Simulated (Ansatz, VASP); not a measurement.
# TiGe: VASP beside Ansatz

Aim: how closely do two programs agree when they are given the same cell, functional and k mesh? The cell is invented: As first built, before any earlier steps moved the atoms: it takes the ZrC structure with all of its atoms replaced by other elements, volume scaled by an estimate. It may not be a known or stable phase. The cell comes out of the VASP series on this material, whose earlier steps may have relaxed, scaled or displaced it; both programs get it as it stands.

Program: Ansatz 0.2.0. Level of theory: plane waves, with VASP 6.6.1 beside it; band structure at LDA and band structure at PBE, spin-orbit coupling. Results are calculated unless marked as measured.

### 1. Set-up

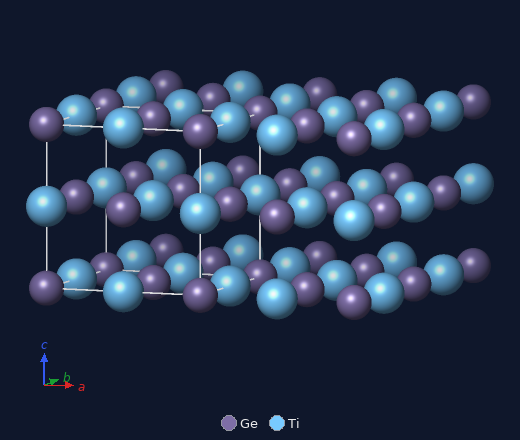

The cell as given, slightly off an axis (germanium purple, titanium blue). 2×2×1 cells are drawn. This picture shows the conventional cell, with its axes. Some periodic images of atoms are drawn too.

Coordinates:

```cif
data_structure
_symmetry_space_group_name_H-M 'Fm-3m'
_symmetry_Int_Tables_number 225
_cell_length_a 5.1851
_cell_length_b 5.1851
_cell_length_c 5.1851
_cell_angle_alpha 90.000
_cell_angle_beta 90.000
_cell_angle_gamma 90.000
_cell_volume 139.40
loop_
_atom_site_label
_atom_site_type_symbol
_atom_site_symmetry_multiplicity
_atom_site_Wyckoff_symbol
_atom_site_fract_x
_atom_site_fract_y
_atom_site_fract_z
_atom_site_occupancy
Ge1 Ge 4 a 0.00000 0.00000 0.00000 1
Ti1 Ti 4 b 0.50000 0.00000 0.00000 1
```

### 2. VASP: band structure, LDA

The same path points are solved in both programs, so levels can be compared one by one.

Lines of VASP's logs that name or quote its potential files are left out, and so is its time.

File INCAR:

```
SYSTEM = TiGe
PREC = Accurate
ENCUT = 410
EDIFF = 1E-06
NELM = 100
ISMEAR = 0
SIGMA = 0.02
LREAL = .FALSE.
ALGO = Normal
GGA = CA
NBANDS = 25
LORBIT = 11
LWAVE = .FALSE.
LCHARG = .FALSE.
KPAR = 4
```

File POSCAR:

```
TiGe
1.0
    0.0000000000      2.5925336083      2.5925336083
    2.5925336083      0.0000000000      2.5925336083
    2.5925336083      2.5925336083      0.0000000000
Ge Ti
1 1
Direct
    0.0000000000      0.0000000000      0.0000000000
    0.5000000000      0.5000000000      0.5000000000
```

File KPOINTS:

```
Automatic mesh
0
Gamma
5 5 5
0 0 0
```

File KPOINTS_OPT:

```
Line mode
16
Line-mode
Reciprocal
  0.00000000   0.00000000   0.00000000 GAMMA
  0.50000000   0.00000000   0.50000000 X

  0.50000000   0.00000000   0.50000000 X
  0.50000000   0.25000000   0.75000000 W

  0.50000000   0.25000000   0.75000000 W
  0.37500000   0.37500000   0.75000000 K

  0.37500000   0.37500000   0.75000000 K
  0.00000000   0.00000000   0.00000000 GAMMA

  0.00000000   0.00000000   0.00000000 GAMMA
  0.50000000   0.50000000   0.50000000 L

  0.50000000   0.50000000   0.50000000 L
  0.62500000   0.25000000   0.62500000 U

  0.62500000   0.25000000   0.62500000 U
  0.50000000   0.25000000   0.75000000 W

  0.50000000   0.25000000   0.75000000 W
  0.50000000   0.50000000   0.50000000 L

  0.50000000   0.50000000   0.50000000 L
  0.37500000   0.37500000   0.75000000 K

  0.62500000   0.25000000   0.62500000 U
  0.50000000   0.00000000   0.50000000 X
```

The projector-augmented-wave data sets are Ge_d and Ti_sv (PBE family, release 64).

On the command line:

```bash
$ mpirun -np 4 vasp_std
```

Numbers of over 12 decimals in the logs are rounded to 6 here.

The log of the run:

```text
[banner, memory and clock lines left out]
running    4 mpi-ranks, on    1 nodes
 distrk:  each k-point on    1 cores,    4 groups
 distr:  one band on    1 cores,    1 groups

 POSCAR found type information on POSCAR GeTi
 POSCAR found :  2 types and       2 ions
|                                                                             |
|               ----> ADVICE to this user running VASP <----                  |
|                                                                             |
|     You enforced a specific xc type in the INCAR file but a different       |
|     [... a line on the potential file left out ...]
|     I HOPE YOU KNOW WHAT YOU ARE DOING!                                     |
|                                                                             |

 LDA part: xc-table for (Slater(with rela. corr.)+CA(PZ))
 , standard interpolation
 POSCAR, INCAR and KPOINTS ok, starting setup
 FFT: planning ... GRIDC
 FFT: planning ... GRID_SOFT
 FFT: planning ... GRID
 WAVECAR not read
 entering main loop
       N       E                     dE             d eps       ncg     rms          rms(c)
DAV:   1     0.207438732890E+03    0.20744E+03   -0.10926E+04   589   0.205E+03
DAV:   2     0.113340812535E+02   -0.19610E+03   -0.18689E+03   508   0.462E+02
DAV:   3    -0.161033897079E+02   -0.27437E+02   -0.27064E+02   709   0.114E+02
DAV:   4    -0.174081356905E+02   -0.13047E+01   -0.12957E+01   622   0.219E+01
DAV:   5    -0.174459249068E+02   -0.37789E-01   -0.37780E-01   606   0.331E+00    0.118E+01
DAV:   6    -0.152018083947E+02    0.22441E+01   -0.76546E+00   544   0.268E+01    0.419E+00
DAV:   7    -0.148876983001E+02    0.31411E+00   -0.15915E+00   574   0.122E+01    0.228E+00
DAV:   8    -0.148885640164E+02   -0.86572E-03   -0.21329E-01   672   0.426E+00    0.131E+00
DAV:   9    -0.148607730976E+02    0.27791E-01   -0.97579E-02   534   0.286E+00    0.360E-01
DAV:  10    -0.148599896655E+02    0.78343E-03   -0.90544E-03   578   0.968E-01    0.216E-01
DAV:  11    -0.148593364043E+02    0.65326E-03   -0.14446E-03   587   0.339E-01    0.301E-02
DAV:  12    -0.148593364005E+02    0.37408E-08   -0.82274E-05   580   0.883E-02    0.237E-02
DAV:  13    -0.148593322918E+02    0.41087E-05   -0.10718E-05   585   0.280E-02    0.421E-03
DAV:  14    -0.148593321125E+02    0.17931E-06   -0.47378E-07   307   0.563E-03
   1 F= -.14859332E+02 E0= -.14858859E+02  d E =-.945567E-03
 Start KPOINTS_OPT (optional k-point list driver)
k-point batch [1-10\160]
       N       E                     dE             ncg
DAV:   1    -0.167740256245E+04   -0.42603E+04      620
DAV:   2    -0.355146710425E+04   -0.18741E+04      500
DAV:   3    -0.380241601999E+04   -0.25095E+03      804
DAV:   4    -0.381425978110E+04   -0.11844E+02      526
DAV:   5    -0.381467659322E+04   -0.41681E+00      628
DAV:   6    -0.381469073869E+04   -0.14145E-01      551
DAV:   7    -0.381469136514E+04   -0.62645E-03      654
DAV:   8    -0.381469138890E+04   -0.23755E-04      470
DAV:   9    -0.381469138992E+04   -0.10217E-05      385
DAV:  10    -0.381469138995E+04   -0.34295E-07      286
[...]
k-point batch [151-160\160]
       N       E                     dE             ncg
DAV:   1    -0.162403486830E+04   -0.10703E+05      580
DAV:   2    -0.357567914535E+04   -0.19516E+04      500
DAV:   3    -0.383906220289E+04   -0.26338E+03      790
DAV:   4    -0.384664377836E+04   -0.75816E+01      549
DAV:   5    -0.384678717470E+04   -0.14340E+00      608
DAV:   6    -0.384679153977E+04   -0.43651E-02      540
DAV:   7    -0.384679173896E+04   -0.19919E-03      600
DAV:   8    -0.384679175009E+04   -0.11132E-04      519
DAV:   9    -0.384679175075E+04   -0.66553E-06      392
```

OUTCAR, selected parts (step 2):

```text
ion  position               nearest neighbor table
   1  0.000  0.000  0.000-   2 2.59   2 2.59   2 2.59   2 2.59   2 2.59   2 2.59
   2  0.500  0.500  0.500-   1 2.59   1 2.59   1 2.59   1 2.59   1 2.59   1 2.59

  LATTYP: Found a face centered cubic cell.
 ALAT       =     5.1850672166

 Subroutine GETGRP returns: Found 48 space group operations
 (whereof 48 operations were pure point group operations)

The static configuration has the point symmetry O_h .

 Found     10 irreducible k-points:

   k-points           NKPTS =     10   k-points in BZ     NKDIM =     10   number of bands    NBANDS=     25

   dimension x,y,z NGX =    24 NGY =   24 NGZ =   24
   dimension x,y,z NGXF=    48 NGYF=   48 NGZF=   48

   ENCUT  =  410.0 eV  30.13 Ry    5.49 a.u.   6.05  6.05  6.05*2*pi/ulx,y,z

   NELECT =      26.0000    total number of electrons

 k-points in reciprocal lattice and weights: Automatic mesh
   0.00000000  0.00000000  0.00000000       0.008
   0.20000000  0.00000000  0.00000000       0.064
   0.40000000  0.00000000  0.00000000       0.064
   0.20000000  0.20000000  0.00000000       0.048
   0.40000000  0.20000000  0.00000000       0.192
  -0.40000000  0.20000000  0.00000000       0.192
  -0.20000000  0.20000000  0.00000000       0.096
   0.40000000  0.40000000  0.00000000       0.048
  -0.40000000  0.40000000  0.00000000       0.096
  -0.40000000  0.40000000  0.20000000       0.192

 average (electrostatic) potential at core
       1 -70.4479       2 -73.1472

 E-fermi :   7.3964

 k-point     1 :       0.0000    0.0000    0.0000
  band No.  band energies     occupation
    ...
      6     -16.4684      2.00000
      7     -16.4276      2.00000
      8     -16.4276      2.00000
      9     -16.4276      2.00000
     10      -3.4400      2.00000
     11       7.4113      0.29171
     12       7.4113      0.29171
     13       7.4113      0.29171
     14       7.8987      0.00000
     15       7.8987      0.00000
    ...

 k-point     2 :       0.2000    0.0000    0.0000
  band No.  band energies     occupation
    ...
      9     -16.4233      2.00000
     10      -2.8026      2.00000
     11       5.9709      2.00000
     12       6.6954      2.00000
     13       6.6954      2.00000
     14       7.8741      0.00000
     15       7.8741      0.00000
     16       9.4861      0.00000
     17      12.0495      0.00000
     18      12.0495      0.00000
    ...

 k-point     3 :       0.4000    0.0000    0.0000
  band No.  band energies     occupation
    ...
      9     -16.4159      2.00000
     10      -1.1994      2.00000
     11       3.0461      2.00000
     12       5.6961      2.00000
     13       5.6961      2.00000
     14       8.5714      0.00000
     15       8.5714      0.00000
     16       9.3568      0.00000
     17      13.2912      0.00000
     18      13.9304      0.00000
    ...

  Total       -1.6555840     -1.6555840     -1.6555840     -0.0000000      0.0000000     -0.0000000
  in kB      -76.1129607    -76.1129607    -76.1129607     -0.0000000      0.0000000     -0.0000000
  external PRESSURE =     -76.1129607 kB  Pullay stress =       0.0000000 kB

  energy-cutoff  :      410.00
  volume of cell :       34.85
      direct lattice vectors                 reciprocal lattice vectors
     0.000000000  2.592533608  2.592533608    -0.192861531  0.192861531  0.192861531
     2.592533608  0.000000000  2.592533608     0.192861531 -0.192861531  0.192861531
     2.592533608  2.592533608  0.000000000     0.192861531  0.192861531 -0.192861531

 POSITION                                       TOTAL-FORCE (eV/Angst)
 -----------------------------------------------------------------------------------
      0.00000      0.00000      0.00000         0.000000     -0.000000      0.000000
      2.59253      2.59253      2.59253        -0.000000      0.000000     -0.000000
 -----------------------------------------------------------------------------------
    total drift:                                0.000000     -0.000000     -0.000000

  FREE ENERGIE OF THE ION-ELECTRON SYSTEM (eV)
  ---------------------------------------------------
  free  energy   TOTEN  =       -14.8593321125 eV

  energy  without entropy=      -14.8583865460  energy(sigma->0) =      -14.85885933

 total charge
# of ion       s       p       d       tot
------------------------------------------
    1        1.160   1.359  10.010  12.529
    2        2.159   6.109   1.999  10.267
--------------------------------------------------
tot          3.319   7.468  12.009  22.796

[... 3 further parts left out ...]
```

The run ends at a pressure of -7.61 GPa.

### 3. Ansatz: band structure, LDA

Ansatz runs on its default PAW (the set named soft_2) files.

The same cell, functional (in two slightly different forms), mesh and smearing now go to Ansatz, which takes its cutoff from its data sets.

File input.yaml:

```yaml
crystal:
  lattice:
    - [0.0, 2.5925336083, 2.5925336083]
    - [2.5925336083, 0.0, 2.5925336083]
    - [2.5925336083, 2.5925336083, 0.0]
  atoms:
    - { symbol: Ge, position: [0.0, 0.0, 0.0] }
    - { symbol: Ti, position: [0.5, 0.5, 0.5] }
hamiltonian:
  xc: lda
  pseudopotentials: { kind: paw }
kpoints:
  mp_grid: { grid: [5, 5, 5] }
  band_path:
    path:
      - [0.0, 0.0, 0.0]
      - [0.16667, 0.0, 0.16667]
      - [0.33333, 0.0, 0.33333]
      - [0.5, 0.0, 0.5]
      - [0.5, 0.08333, 0.58333]
      - [0.5, 0.18333, 0.68333]
      - [0.5, 0.25, 0.75]
      - [0.45, 0.3, 0.75]
      - [0.40833, 0.34167, 0.75]
      - [0.35, 0.35, 0.7]
      - [0.225, 0.225, 0.45]
      - [0.075, 0.075, 0.15]
      - [0.03333, 0.03333, 0.03333]
      - [0.23333, 0.23333, 0.23333]
      - [0.4, 0.4, 0.4]
      - [0.51667, 0.46667, 0.51667]
      - [0.55833, 0.38333, 0.55833]
      - [0.60833, 0.28333, 0.60833]
      - [0.60833, 0.25, 0.64167]
      - [0.55833, 0.25, 0.69167]
      - [0.51667, 0.25, 0.73333]
      - [0.5, 0.3, 0.7]
      - [0.5, 0.38333, 0.61667]
      - [0.5, 0.48333, 0.51667]
      - [0.475, 0.475, 0.55]
      - [0.425, 0.425, 0.65]
      - [0.38333, 0.38333, 0.73333]
      - [0.59167, 0.18333, 0.59167]
      - [0.55, 0.1, 0.55]
      - [0.5, 0.0, 0.5]
    npoints: 1
scf:
  occupations: { method: gaussian, width: 0.02 }
  n_extra_bands: 7
output:
  forces: true
  stress: true
  eigenvalues: true
```

On the command line:

```bash
$ ansatz run input.yaml --threads 2 --pin off --max-ram 4608MiB --backend cpu --events-out ev --progress --plain --runs-dir out
```

The log of the run:

```text
scf.n_extra_bands = 7 over 13 filled bands (N_el = 26.0): the run solves 20 bands
Engine: ansatz 0.2.0, aarch64-unknown-linux-gnu
Pseudopotentials: kind: paw
Pseudopotential: Ge, paw, valence charge 14, recommended cutoff 420 eV (normal), Ge.paw.azcp
Pseudopotential: Ti, paw, valence charge 12, recommended cutoff 420 eV (normal), Ti.paw.azcp
Functional definition: SPW92
  exchange = slater_x
  correlation = pw_c
Crystal: 2 atoms, lattice volume = 34.850 Å³
Basis set: ecut = 420 eV, 701 PW (Γ)
Bands: 20, of which v1, the nominal top of the filled ones, is band 13 counted from 1 (12 counted from 0)
Symmetry: 48 space group operations
Space group: Fm-3m (ITA 225), of the structure as read, at distance tolerance 3.3e-5 Å
k-points: 10 of 125
Non-local potential: Ge, projectors of the file, l = 0: 2, l = 1: 2, l = 2: 3, l = 3: 1
Non-local potential: Ti, projectors of the file, l = 0: 3, l = 1: 2, l = 2: 3, l = 3: 1
PAW form: soft (Blöchl's): semilocal exchange-correlation on the pseudo side does not see the compensation charge
PAW frozen core: Ge, regenerated for the run's functional, and the local potential with it (the file was generated under x = pbe(κ = 0.804, μ = 0.219515), c = pbe(β = 0.066725))
PAW frozen core: Ti, regenerated for the run's functional, and the local potential with it (the file was generated under x = pbe(κ = 0.804, μ = 0.219515), c = pbe(β = 0.066725))
PAW one-centre angular grid: Ge, 590 points (default); XC on 64 Gauss nodes
PAW one-centre angular grid: Ti, 590 points (default); XC on 64 Gauss nodes
Initial density: superposition of atomic densities (neutral atoms: chi_scale 0, normalization atom), corrected by the library's trained network
Initial wavefunctions: pseudopotential atomic-orbital guess
Functional: x = slater, c = lda
SCF iter   1: F=—  HF=-6667.083707 eV  |F-HF|=—  |Δ(HF+E_count)|=         —  Δρ=8.22e-3  dr2=2.37e-2  ethr=1.77e-3  ⟨swp⟩=5.7  Hψ=869  notcnv=0
preconditioner: auto → none  [insulator: Δε(μ)=0.210 eV  Ē_g=19.311 eV  σ=0.020 eV  W_gap=0.75  n_scr=14 (ndim 8)  ℏωp=26.7 eV  f_vac=0.000  D(μ)=4.31/eV (n_scr^D=58)  ε∞_Penn≈2.9]
SCF iter   2: F=—  HF=-6667.078505 eV  |F-HF|=—  |Δ(HF+E_count)|=   5.20e-3  Δρ=3.57e-3  dr2=4.63e-3  ethr=9.13e-5  ⟨swp⟩=2.0  Hψ=333  notcnv=0  defer=18
SCF iter   3: F=—  HF=-6667.077548 eV  |F-HF|=—  |Δ(HF+E_count)|=   9.57e-4  Δρ=3.71e-4  dr2=6.51e-5  ethr=1.78e-5  ⟨swp⟩=2.0  Hψ=271  notcnv=0  defer=18
SCF iter   4: F=—  HF=-6667.077530 eV  |F-HF|=—  |Δ(HF+E_count)|=   1.76e-5  Δρ=1.08e-4  dr2=2.40e-6  ethr=2.50e-7  ⟨swp⟩=2.0  Hψ=254  notcnv=0  defer=18
SCF iter   5: F=—  HF=-6667.077531 eV  |F-HF|=—  |Δ(HF+E_count)|=   2.88e-7  Δρ=4.24e-5  dr2=4.79e-7  ethr=9.24e-9  ⟨swp⟩=2.2  Hψ=296  notcnv=0  defer=18
SCF iter   6: F=-6667.077531 eV  HF=-6667.077531 eV  |F-HF|=1.83e-8  |Δ(HF+E_count)|=   4.77e-8  Δρ=8.76e-6  dr2=2.30e-8  ethr=3.85e-10  ⟨swp⟩=6.9  Hψ=741  notcnv=0
SCF 1 converged in 6 iterations: F = -6667.077531 eV  dr2 = 2.30e-8
  greatest PAW one-centre occupation: 0.999 electrons in one spin orbital (limit 2), on the Ti atom at site 1 (counted from 0), in its partial waves of l = 0
NSCF: frozen V_eff on 30 k-points
SCF converged after 6 iterations
Free energy (F): -6667.077531 eV
Harris-Foulkes:  -6667.077531 eV  (|F-HF|=1.83e-8)
Internal energy: -6667.076592 eV  (E = F + TS)
E sigma→0 (E₀):  -6667.077062 eV
Entropy (-TS):   -0.000938 eV (-0.469 meV/atom)
Fermi energy:    12.195764 eV
--- Per-component energies (eV) ---
  E_band       = -265.361584
  E_kinetic    = 385.278060
  E_local      = -2996.609555  (includes V_loc(G=0)·N_el)
  E_nonlocal   = 433.662062
  E_hartree    = 1294.080393
  E_xc         = -172.952730
  E_vxc        = -188.137543  (∫ρ·V_xc dr)
  E_paw        = -2939.769730  (= ΣΔE_a)
  E_vpaw       = -487.719318  (= ΣTr[D̂ρ^β])
  E_aug_tail   = 0.000295  (compensation charges beyond the density's cutoff)
  E_ewald      = -2672.999663
  E_core_change = 2.234277  (= ΣΔE_core)
  E_smearing   = -0.000938  (= −TS)
  E_closure    = -0.000000  (closes the sum)
  Σ components = -6667.077531   (vs F -6667.077531, Δ=0.00e0)
--- Forces (eV/Å), atoms counted from 1 ---
  atom   1  Ge    -0.00000000    -0.00000000     0.00000000
  atom   2  Ti     0.00000000    -0.00000000     0.00000000
  max |Σ_I F_I| component: 6.88e-29 eV/Å
--- Stress (GPa, compression-positive) ---
       -7.507101       0.000000       0.000000
        0.000000      -7.507101      -0.000000
        0.000000      -0.000000      -7.507101
  P = ⅓ Tr σ = -7.5071 GPa (-75.071 kbar)
--- Band table (eV; the first three rows and the last of 10) ---
  k-point 0: bands = [... 9 lower, 1.3292, 12.2128, 12.2128, 12.2128, 12.7005, 12.7005, 15.3342, 15.3342, ... 3 higher]
  k-point 1: bands = [... 9 lower, 1.9693, 10.7663, 11.4962, 11.4962, 12.6772, 12.6772, 14.2772, 16.8466, ... 3 higher]
  k-point 2: bands = [... 9 lower, 3.5795, 7.8311, 10.4970, 10.4970, 13.3781, 13.3781, 14.1545, 18.0714, ... 3 higher]
  k-point 9: bands = [... 9 lower, 4.1130, 8.6788, 9.6685, 10.5128, 13.2918, 13.7253, 14.3337, 14.4498, ... 3 higher]
```

The job ended after 1.6 s (2 threads of Arm Neoverse V2, shared host; peak memory 0.28 GiB; 1.1 s of CPU time).

### 4. Side by side

Known differences besides the PAW data sets themselves: the two LDA forms differ slightly; the cutoff is 420 eV in Ansatz and 410 eV in VASP; Ansatz makes its cores anew for this functional, VASP keeps those of its PBE data sets. Total energies have different zeros and are not compared.

Compared:

```tsv
quantity	Ansatz	VASP	difference
pressure (GPa)	-7.51	-7.61	+0.10
```

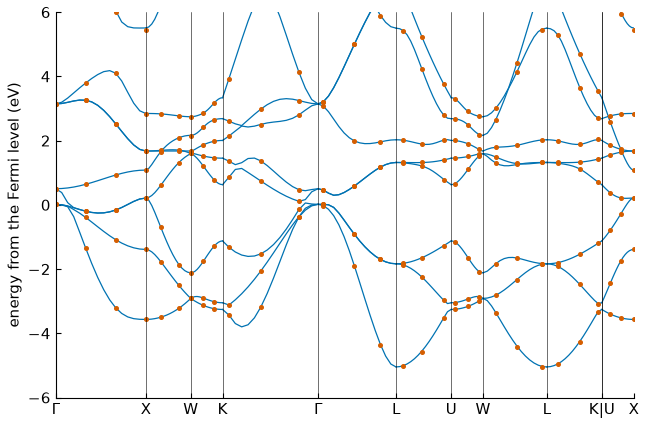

Bands from VASP (lines) and levels from Ansatz (dots). Dots without a line are higher empty bands that the VASP plot leaves out.

Levels from 3 eV below to 2 eV above the Fermi level differ by 5 meV r.m.s. and 11 meV at most; each VASP level is matched to the nearest of Ansatz, which flatters the figure a little. Ansatz's pressure holds a Pulay correction of 0.04 GPa; VASP's holds none.

### 5. Ansatz: band structure, PBE, spin-orbit coupling

The same path points are solved in both programs, so levels can be compared one by one.

The cell comes out of the VASP series on this material, whose earlier steps may have relaxed, scaled or displaced it; both programs get it as it stands.

input.yaml, as its differences from that of step 3:

```diff
@@ -9,4 +9,7 @@
 hamiltonian:
-  xc: lda
-  pseudopotentials: { kind: paw }
+  xc: pbe
+  pseudopotentials: { kind: paw_fr }
+magnetization:
+  noncollinear: true
+  spin_orbit: true
 kpoints:
@@ -48,3 +51,3 @@
   occupations: { method: gaussian, width: 0.02 }
-  n_extra_bands: 7
+  n_extra_bands: 14
 output:
```

The log of the run:

```text
[...]
non-collinear run that drives no moment, with spin-orbit: no starting moment large enough to seed its density (crystal.atoms[].spin), no starting occupations that ask for one, no magnetisation constraint and no magnetic field, so the semilocal B_xc is pinned to zero
Crystal: 2 atoms, lattice volume = 34.850 Å³
[...]
k-point 1: bands = [... 22 lower, 11.8103, 11.8103, 11.8465, 11.8465, 13.0380, 13.0380, 13.0437, 13.0437, ... 10 higher]
  k-point 2: bands = [... 22 lower, 10.7967, 10.7967, 10.8559, 10.8559, 13.7531, 13.7531, 13.7590, 13.7590, ... 10 higher]
  k-point 9: bands = [... 22 lower, 9.9633, 9.9633, 10.8304, 10.8304, 13.6695, 13.6695, 14.1059, 14.1059, ... 10 higher]
[key lines of the parts left out:]
SCF converged after 9 iterations
Magnetization: |M| = 0.0000 μB,  M = (+0.0000, +0.0000, +0.0000) μB
Free energy (F): -6795.749351 eV
Fermi energy:    12.460652 eV
P = ⅓ Tr σ = 0.3944 GPa (3.944 kbar)
```

Run time: 7.6 s. Hardware: 2 threads; peak memory 0.41 GiB.

(Continued in part 2 of 2.)

[Lines on the potential files, build, host, timing and source positions are cut from VASP's logs without a mark.]

[Logs are printed without paths, hosts, clocks, repeated set-up lines and the standing remarks that a program may print on its own settings, such as how far it seeks lower states.]

[Hosts, paths, dates, database ids (printed as entryN), source tags and the programs' standing remarks are cut or masked in the printed files.]
